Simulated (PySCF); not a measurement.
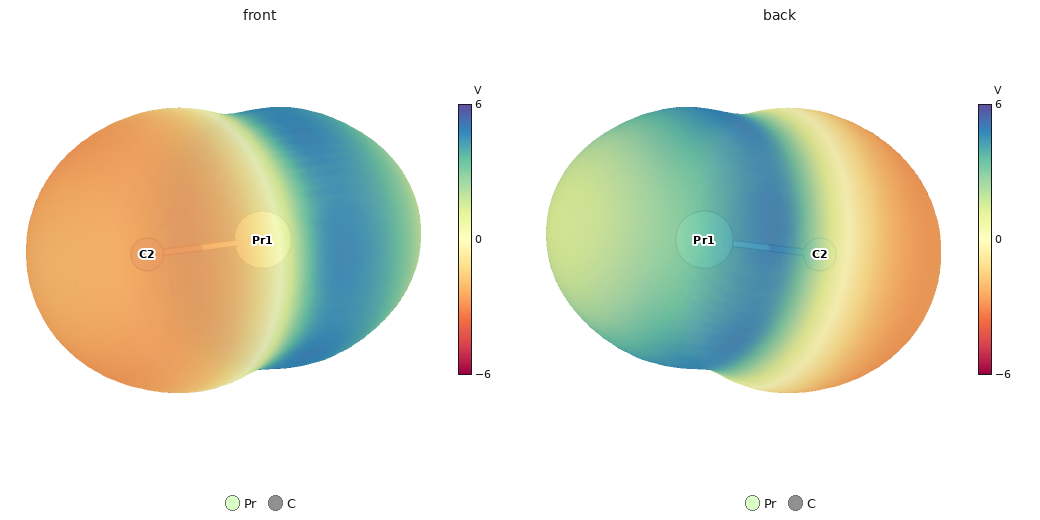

*PrC (quartet). The molecular electrostatic potential painted on the density surface at 0.004 e/bohr³, seen from the front and from behind; red is negative and blue positive.*

Method: PBE0/x2c-SVPall, spin-free X2C-1e, Gaussian nucleus, at a bond length of 1.856 Å (PySCF).

| atom | x (Å) | y (Å) | z (Å) |
| --- | --- | --- | --- |
| Pr | 0.0000 | 0.0000 | -0.1457 |
| C | 0.0000 | 0.0000 | 1.7103 |

Question: Which sites attract a positive test charge, and which a negative one?

Answer: A positive charge is drawn to the negative regions and a negative charge to the positive ones. The most negative region (about −2.7 V, or −62 kcal/mol for a unit charge) lies over C2, the most positive (about +4.9 V, or +113 kcal/mol for a unit charge) over Pr1.
